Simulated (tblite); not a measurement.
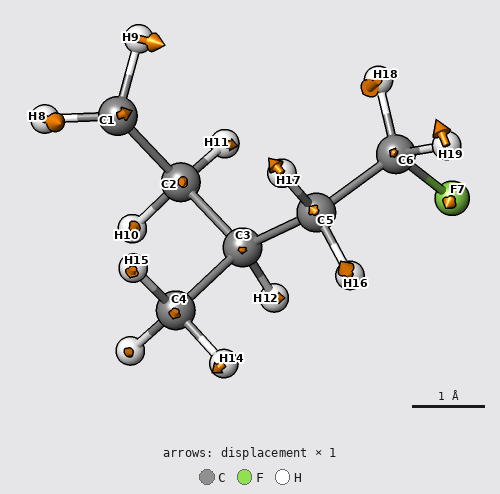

This is a relaxation of C6H12F (multiplicity 2). The starting structure is drawn; orange arrows show the displacements, at their true length. The two geometries are superimposed by the best rigid fit.

A ball-and-stick model, seen at a tilt.

These are results of GFN2-xTB geometry optimisation, gas phase (tblite), not measurements. 

Question: Describe the change and its energy.

Answer: The energy falls by 25.7 kcal/mol in 89 geometry steps. The largest move after the best rigid fit is that of an H atom, 0.71 Å. Largest moves by element: H 0.71 Å, F 0.24 Å, C 0.24 Å. Among the contacts that change: C–C 1.449 → 1.532 Å, C–C 1.485 → 1.559 Å, C–H 1.127 → 1.073 Å, C–C 1.476 → 1.521 Å. Among the angles between lasting bonds that change: H–C–H 104.0° → 118.0°, C–C–H 109.5° → 120.9°, C–C–C 122.1° → 112.2°. The run took 0.44 s on 1 thread of Arm Neoverse V2 (shared host).
